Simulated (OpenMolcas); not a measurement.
Single-point calculation of SiH₃Cl (part 2 of 2)

Continued. System: SiH₃Cl. Method: MP2/aug-cc-pVDZ, RHF (OpenMolcas 26.06). A bond length was changed on purpose from its optimised value.

Geometry of the input (Å):
```
Si -0.0174  -1.7535  0.0577
Cl 1.9329  -2.2856  0.4185
H  -0.8563  -2.2604  1.1677
H  -0.4401  -2.3578  -1.2263
H  -0.1908  1.4954  -0.1047
```

### Log, continued
```
      Basis set list:
        1 SI1    1s                 18 SI1    3d2-               35 CL2    2px                52 CL2    3d1+               69 H4     2py
        2 SI1    1s                 19 SI1    3d2-               36 CL2    2px                53 CL2    3d2+               70 H4     2py
        3 SI1    1s                 20 SI1    3d1-               37 CL2    2py                54 CL2    3d2+               71 H4     2pz
        4 SI1    1s                 21 SI1    3d1-               38 CL2    2py                55 H3     1s                 72 H4     2pz
        5 SI1    1s                 22 SI1    3d0                39 CL2    2py                56 H3     1s                 73 H5     1s
        6 SI1    2px                23 SI1    3d0                40 CL2    2py                57 H3     1s                 74 H5     1s
        7 SI1    2px                24 SI1    3d1+               41 CL2    2pz                58 H3     2px                75 H5     1s
        8 SI1    2px                25 SI1    3d1+               42 CL2    2pz                59 H3     2px                76 H5     2px
        9 SI1    2px                26 SI1    3d2+               43 CL2    2pz                60 H3     2py                77 H5     2px
       10 SI1    2py                27 SI1    3d2+               44 CL2    2pz                61 H3     2py                78 H5     2py
       11 SI1    2py                28 CL2    1s                 45 CL2    3d2-               62 H3     2pz                79 H5     2py
       12 SI1    2py                29 CL2    1s                 46 CL2    3d2-               63 H3     2pz                80 H5     2pz
       13 SI1    2py                30 CL2    1s                 47 CL2    3d1-               64 H4     1s                 81 H5     2pz
       14 SI1    2pz                31 CL2    1s                 48 CL2    3d1-               65 H4     1s
       15 SI1    2pz                32 CL2    1s                 49 CL2    3d0                66 H4     1s
       16 SI1    2pz                33 CL2    2px                50 CL2    3d0                67 H4     2px
       17 SI1    2pz                34 CL2    2px                51 CL2    3d1+               68 H4     2px

  Index Energy  Occupation Coefficients ...

    1 -104.8669    2.0000         28 CL2    1s     ( 1.000),

    2  -68.9177    2.0000          1 SI1    1s     ( 1.000),

    3  -10.5945    2.0000         29 CL2    1s     ( 1.005),

    4   -8.0617    2.0000         33 CL2    2px    ( 0.936),

    5   -8.0590    2.0000         37 CL2    2py    ( 0.951),

    6   -8.0588    2.0000         41 CL2    2pz    ( 0.984),

    7   -6.2537    2.0000          2 SI1    1s     ( 1.005),

    8   -4.3602    2.0000          6 SI1    2px    ( 0.828),    10 SI1    2py    (-0.536),

    9   -4.3590    2.0000          6 SI1    2px    ( 0.535),    10 SI1    2py    ( 0.843),

   10   -4.3584    2.0000         14 SI1    2pz    ( 0.984),

   11   -1.1346    2.0000         30 CL2    1s     ( 0.904),

   12   -0.7460    2.0000          3 SI1    1s     ( 0.800),

   13   -0.5672    2.0000         15 SI1    2pz    ( 0.615),    42 CL2    2pz    ( 0.472),    55 H3     1s     ( 0.435),    64 H4     1s     (-0.436),

   14   -0.5638    2.0000          7 SI1    2px    (-0.559),    34 CL2    2px    ( 0.670),

   15   -0.5120    2.0000         38 CL2    2py    ( 0.846),

   16   -0.4844    2.0000         42 CL2    2pz    ( 0.816),

   17   -0.3047    2.0000         11 SI1    2py    ( 0.409),    73 H5     1s     ( 0.556),

   18   -0.0487    0.0000          3 SI1    1s     (-0.410),    11 SI1    2py    (-0.650),    73 H5     1s     ( 0.434),    75 H5     1s     ( 0.349),

   19    0.0402    0.0000          5 SI1    1s     (-3.321),    57 H3     1s     ( 2.224),    66 H4     1s     ( 2.224),

   20    0.0422    0.0000          5 SI1    1s     (-1.485),     9 SI1    2px    (-1.194),    32 CL2    1s     ( 1.619),

   21    0.0588    0.0000         17 SI1    2pz    ( 2.106),

   22    0.0686    0.0000          5 SI1    1s     (-5.572),

   23    0.0802    0.0000         17 SI1    2pz    ( 3.636),    57 H3     1s     (-5.667),    66 H4     1s     ( 5.668),

   24    0.1092    0.0000          4 SI1    1s     ( 1.365),     5 SI1    1s     (-1.201),    75 H5     1s     ( 2.263),

   25    0.1113    0.0000          5 SI1    1s     ( 5.719),    32 CL2    1s     (-2.917),

   26    0.1359    0.0000          5 SI1    1s     (-1.658),     9 SI1    2px    (-1.148),    32 CL2    1s     ( 1.548),

   27    0.1471    0.0000         44 CL2    2pz    ( 1.499),

   28    0.1507    0.0000          5 SI1    1s     (-4.529),

   29    0.1639    0.0000          5 SI1    1s     (-7.850),

   30    0.1822    0.0000         17 SI1    2pz    ( 3.399),    57 H3     1s     (-4.068),    66 H4     1s     ( 4.065),

   31    0.1843    0.0000          5 SI1    1s     (-3.269),    13 SI1    2py    ( 1.934),    57 H3     1s     ( 1.816),    66 H4     1s     ( 1.828),

   32    0.2251    0.0000         17 SI1    2pz    (-1.049),    21 SI1    3d1-   ( 0.799),    25 SI1    3d1+   (-0.775),    44 CL2    2pz    ( 0.749),
                                  57 H3     1s     ( 0.830),    66 H4     1s     (-0.831),

   33    0.2271    0.0000          4 SI1    1s     (-1.340),     5 SI1    1s     ( 1.331),    13 SI1    2py    (-0.851),    19 SI1    3d2-   (-1.144),
                                  40 CL2    2py    ( 0.778),

   34    0.2734    0.0000          5 SI1    1s     (-5.686),    32 CL2    1s     ( 6.105),

   35    0.3079    0.0000          5 SI1    1s     (-6.368),    32 CL2    1s     ( 3.701),

   36    0.3227    0.0000         16 SI1    2pz    ( 5.774),    56 H3     1s     (-4.797),    65 H4     1s     ( 4.799),

   37    0.3445    0.0000         21 SI1    3d1-   ( 0.910),    25 SI1    3d1+   ( 1.486),    56 H3     1s     ( 1.782),    65 H4     1s     (-1.777),

   38    0.3503    0.0000          4 SI1    1s     (-7.320),     8 SI1    2px    ( 4.064),    56 H3     1s     ( 4.606),    65 H4     1s     ( 4.609),

   39    0.3625    0.0000         16 SI1    2pz    ( 3.236),    56 H3     1s     (-2.358),    57 H3     1s     (-2.501),    65 H4     1s     ( 2.355),
                                  66 H4     1s     ( 2.498),

   40    0.3631    0.0000          4 SI1    1s     (-1.601),     5 SI1    1s     ( 2.225),

   41    0.3812    0.0000          4 SI1    1s     (-5.197),     8 SI1    2px    ( 2.735),    56 H3     1s     ( 3.002),    65 H4     1s     ( 3.000),

   42    0.4053    0.0000          4 SI1    1s     (-2.280),     5 SI1    1s     ( 3.040),

   43    0.4415    0.0000         16 SI1    2pz    ( 2.700),    56 H3     1s     (-2.080),    65 H4     1s     ( 2.080),

--

++    Molecular charges:
      ------------------

      Mulliken charges per centre and basis function type
      ---------------------------------------------------

                SI1     CL2     H3      H4      H5
      1s       5.0712  6.0360  0.9895  0.9894  1.2099
      2px      2.5037  3.5721  0.0192  0.0098  0.0001
      2pz      2.8091  3.9399  0.0064  0.0152 -0.0000
      2py      2.6227  3.8611  0.0015  0.0020  0.0104
      3d2+     0.0614  0.0128  0.0000  0.0000  0.0000
      3d1+     0.0845  0.0075  0.0000  0.0000  0.0000
      3d0      0.0610  0.0050  0.0000  0.0000  0.0000
      3d1-     0.0407  0.0009  0.0000  0.0000  0.0000
      3d2-     0.0444  0.0128  0.0000  0.0000  0.0000
      Total   13.2987 17.4480  1.0166  1.0165  1.2203

      N-E      0.7013 -0.4480 -0.0166 -0.0165 -0.2203

      Total electronic charge=   34.000000

      Total            charge=   -0.000000
--

++    Molecular properties:
      ---------------------

      Charge (e):
                      =   -0.0000
      Dipole Moment (debye):
      Origin of the operator (angstrom)=    0.9944   -2.0029    0.2438
                   X= -7.8848E-01               Y= -3.4250E+00               Z=  2.1283E-03           Total=  3.5146E+00
      Quadrupole Moment (debye*angstrom):
      Origin of the operator (angstrom)=    0.9944   -2.0029    0.2438
                  XX= -2.8635E+01              XY=  4.3694E+00              XZ= -5.3522E-02              YY= -4.0614E+01
                  YZ=  1.2183E+00              ZZ= -2.9407E+01
      In traceless form (debye*angstrom)
                  XX=  6.3756E+00              XY=  6.5542E+00              XZ= -8.0283E-02              YY= -1.1593E+01
                  YZ=  1.8274E+00              ZZ=  5.2173E+00
--

--- Stop Module: scf /rc=_RC_ALL_IS_WELL_ ---
--- Module scf spent 2 seconds ---

--- Start Module: mbpt2 ---

                                               &MBPT2

                       available to each process: 1.9 GB of memory, 1 thread

WARNING!
Default frozen orbitals as non valence orbitals is overwritten by user input.
Default values:   7

      Cartesian coordinates in angstrom:
      -----------------------------------------------------
      No.  Label        X            Y            Z
      -----------------------------------------------------
       1   SI1       -0.01744200  -1.75353000   0.05765800
       2   CL2        1.93285800  -2.28563000   0.41845800
       3   H3        -0.85634200  -2.26043000   1.16765800
       4   H4        -0.44014200  -2.35783000  -1.22634200
       5   H5        -0.19080000   1.49540000  -0.10470000
      -----------------------------------------------------
      Nuclear repulsion energy =   82.38099619

      Contents of RUNFILE file:
      -------------------------

      Symmetry species                           1
                                                 a
      Number of basis functions                 81
      Frozen occupied orbitals                  10
      Active occupied orbitals                   7
      Active external orbitals                  64
      Deleted external orbitals                  0

      Reference numbers of frozen occupied orbitals according to the original input sequence
      symmetry species 1                        1  2  3  4  5  6  7  8  9 10

      Energies of the active occupied orbitals

      symmetry species 1                    -1.134615     -0.746025     -0.567160     -0.563802     -0.511953
                                            -0.484363     -0.304707

      Energies of the active external orbitals

      symmetry species 1                    -0.048670      0.040183      0.042203      0.058796      0.068552
                                             0.080203      0.109163      0.111314      0.135896      0.147076
                                             0.150682      0.163918      0.182194      0.184286      0.225124
                                             0.227116      0.273350      0.307886      0.322677      0.344452
                                             0.350297      0.362532      0.363123      0.381216      0.405265
                                             0.441546      0.455392      0.508283      0.517813      0.527592
                                             0.545021      0.551794      0.572745      0.580202      0.640641
                                             0.655393      0.675690      0.751844      0.755042      0.762897
                                             0.850390      0.910232      0.938099      0.940919      1.027326
                                             1.036343      1.103353      1.195911      1.298052      1.426531
                                             1.429350      1.468188      1.490701      1.500049      1.679144
                                             1.790283      1.861817      1.866897      1.901156      1.935468
                                             1.946893      2.027432      2.126967      2.268676

      ********************************************************************************************************
      *                                               Results                                                *
      ********************************************************************************************************

 Conventional algorithm used...

       SCF energy                           =     -750.0298339378 a.u.
       Second-order correlation energy      =       -0.2817425147 a.u.

       Total energy                         =     -750.3115764525 a.u.
       Reference weight ( Cref**2 )         =        0.85831

::    Total MBPT2 energy                             -750.3115764525

       Zeroth-order energy (E0)             =     -382.0240874365 a.u.

       Shanks-type energy S1(E)             =     -750.3117923178 a.u.

       Data processing and timing information:

       Section                                              time(sec)
                                                          CPU  Elapsed

      Input data processing                              0.04      0.03
      Transformation of integrals                        0.14      0.16
      MBPT2 calculations (BJAI)                          0.00      0.00
      Total MBPT2 calculations                           0.18      0.19

--- Stop Module: mbpt2 /rc=_RC_ALL_IS_WELL_ ---

.##################.
.# Happy landing! #.
.##################.

    Timing: Wall=5.12 User=3.96 System=1.15
```

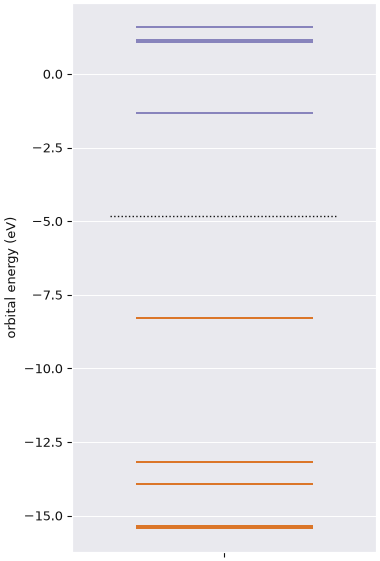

Orbital energies near the frontier (SCF reference); the dotted line parts filled from empty levels, and levels within 0.02 eV of each other stand side by side. Highest filled −8.29 eV, lowest empty −1.32 eV, 6.97 eV apart.

### Key numbers

| quantity | value |
| --- | --- |
| outcome | converged |
| total energy | −750.311576 hartree |
| SCF energy | −750.029834 hartree |
| MP2 energy | −750.311576 hartree |
| correlation energy | −0.281743 hartree |
| basis functions | 81 |
| HOMO of the SCF reference | −8.29 eV |
| LUMO of the SCF reference | −1.32 eV |
| wall time | 5.4 s |
| peak memory | 0.45 GiB |
